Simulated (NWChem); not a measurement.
**BH3O3 (boric acid): wB97X/def2-TZVP**

What is the electronic atomisation energy of BH3O3 (boric acid) at wB97X/def2-TZVP? 

The calculation is run with NWChem 7.3.0.

4 further runs of the same task are left out: 4 that didn't finish.

## Step 1: The system as given

The species is BH3O3 (7 atoms), meant as a singlet with charge 0. As SMILES, `OB(O)O`. Geometry: relaxed at PBE0-D4/def2-TZVP. This is a higher conformer, about 20 kJ/mol above the lowest found by a separate search.

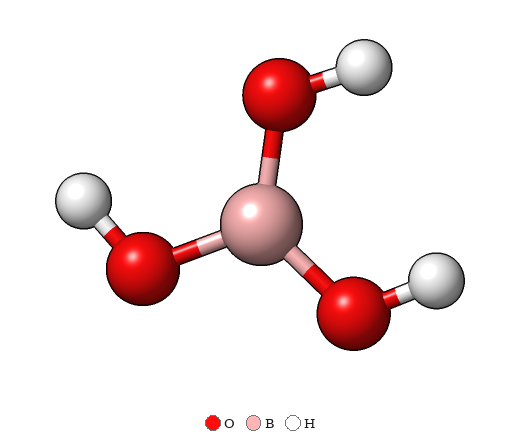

The structure, seen from a chosen angle (oxygen red, boron pink, hydrogen white).

## Step 2: The energy at wB97X/def2-TZVP (run 1)

File sp.nw:

```
start sp
memory 2200 mb

geometry units angstrom noautosym nocenter noautoz
  O     -1.109700     0.802600     0.321900
  B     -0.012200    -0.006800     0.228700
  O      0.501200    -0.469300     1.400100
  O      0.600700    -0.381300    -0.945400
  H     -1.457400     1.118600    -0.511500
  H      1.266800    -1.028200     1.254500
  H      0.210500    -0.035700    -1.748300
end

basis "ao basis" spherical bse
  O library def2-TZVP
  B library def2-TZVP
  H library def2-TZVP
end

dft
  xc wb97x
  grid fine
  convergence energy 1e-08
  iterations 100
  mulliken
  noprint "final vectors analysis"
end

task dft
```

Command:

```
$ nwchem sp.nw > sp.out
```

Log:

```text
[...]
          Wavefunction type:  closed shell.
          No. of atoms     :     7
          No. of electrons :    32
[...]
          Charge           :     0
          Spin multiplicity:     1
[...]
          AO basis - number of functions:   142
[...]
              XC Information
              --------------
                       wb97x  Method XC Functional
                     Hartree-Fock (Exact) Exchange  1.000
                         wb97x Exchange Functional  1.000
                      wb97x Correlation Functional  1.000
[...]
 d= 0,ls=0.0,diis     1   -252.4217841062 -3.69D+02  5.08D-03  1.19D+00    11.3
[...]
 d= 0,ls=0.0,diis     9   -252.5336934775 -5.53D-09  7.76D-07  1.16D-08   104.2
         Total DFT energy =     -252.533693477507
      One electron energy =     -577.082238063277
           Coulomb energy =      239.376063785284
    Exchange-Corr. energy =      -31.057162092794
 Nuclear repulsion energy =      116.229642893280
[...]
      Total Density - Mulliken Population Analysis
     ---------------------------------------------
    Atom       Charge   Shell Charges
 -----------   ------   -------------------------------------------------------
    1 O    8     8.44   0.79  1.18  0.58  0.88  0.31  1.93  1.90  0.85  0.00  0.02  0.00
    2 B    5     4.62   0.92  1.05  0.48  0.22  0.01  1.01  0.36  0.10  0.14  0.26  0.06
    3 O    8     8.45   0.79  1.18  0.58  0.87  0.31  1.93  1.91  0.84  0.00  0.02  0.00
    4 O    8     8.47   0.79  1.18  0.58  0.87  0.31  1.93  1.90  0.87  0.00  0.02  0.00
    5 H    1     0.69   0.26  0.34  0.04  0.05
    6 H    1     0.66   0.26  0.32  0.04  0.05
    7 H    1     0.68   0.26  0.33  0.04  0.05
[...]
```

It took 1.7 min on 1 thread of AMD EPYC 9R45 (Zen 5), shared host; peak memory 0.12 GiB.

## Step 3: The B atom (run 2)

File work.nw:

```
start work
memory total 2200 mb

geometry units angstroms noautosym nocenter noautoz
  B        0.000000       0.000000       0.000000
end

basis spherical bse
  * library def2-TZVP
end

dft
  xc wb97x
  mult 2
  grid fine
  convergence energy 1e-08
  iterations 100
  mulliken
  noprint "final vectors analysis"
end

task dft energy
```

Run the same way, it converges to -24.65154 Eh (log not shown).

Run 3 isn't shown in full; the table further down has it.

## Step 4: The O atom, same level (run 4)

File geom.nw:

```
start geom
title "O"
memory stack 880 mb heap 220 mb global 1100 mb

geometry units angstrom noautosym nocenter noautoz
O     0.000000    0.000000    0.000000
end

basis "ao basis" spherical bse
* library def2-TZVP
end

dft
xc wb97x
mult 3
grid fine
convergence energy 1e-08
iterations 100
mulliken
print low
end

task dft
```

Command:

```
$ nwchem geom.nw > geom.out
```

Log:

```text
[...]
 d= 0,ls=0.0,diis     1    -75.0475013961 -7.50D+01  5.65D-03  1.37D-01     0.1
[...]
 d= 0,ls=0.0,diis     7    -75.0768829159 -4.71D-09  4.14D-07  1.21D-10     0.6
[...]
         Total DFT energy =      -75.076882915901
      One electron energy =     -103.233082086679
           Coulomb energy =       36.618893226385
    Exchange-Corr. energy =       -8.462694055607
 Nuclear repulsion energy =        0.000000000000
[...]
      Total Density - Mulliken Population Analysis
     ---------------------------------------------
    Atom       Charge   Shell Charges
 -----------   ------   -------------------------------------------------------
    1 O    8     8.00   0.80  1.17  0.65  0.97  0.40  1.72  1.56  0.71  0.00  0.00  0.00
     --------------------------------------------
      Spin Density - Mulliken Population Analysis
     --------------------------------------------
    Atom       Charge   Shell Charges
 -----------   ------   -------------------------------------------------------
    1 O    8     2.00   0.00 -0.00  0.04  0.03 -0.06  0.92  0.82  0.26  0.00  0.00  0.00
[...]
      <S2> =      2.0049 (Exact =     2.0000)
[...]
```

Wall time 1.1 s (1 thread of AMD EPYC 9R45 (Zen 5), shared host); peak memory 0.11 GiB.

## Step 5: The series

| run | level | partner | energy (Eh) | wall time |
| --- | --- | --- | --- | --- |
| 1 | wB97X/def2-TZVP | base | -252.533693 | 1.7 min |
| 2 | U-wB97X/def2-TZVP | atoms | -24.651539 | 1.2 s |
| 3 | U-wB97X/def2-TZVP | atoms | -0.501393 | 0.66 s |
| 4 | U-wB97X/def2-TZVP | atoms | -75.076883 | 1.1 s |

## Step 6: Outcome

Level: wB97X/def2-TZVP.

| quantity | value |
| --- | --- |
| O atom: total energy | -75.07688 Eh |
| O atom: ⟨S²⟩ | 2.005 |
| electronic atomisation energy | 31.220 eV |

Taking the molecule apart into free atoms costs 31.22 eV (720 kcal/mol), before zero-point energy and without spin-orbit coupling. All runs together took 1.8 min, the longest 1.7 min.
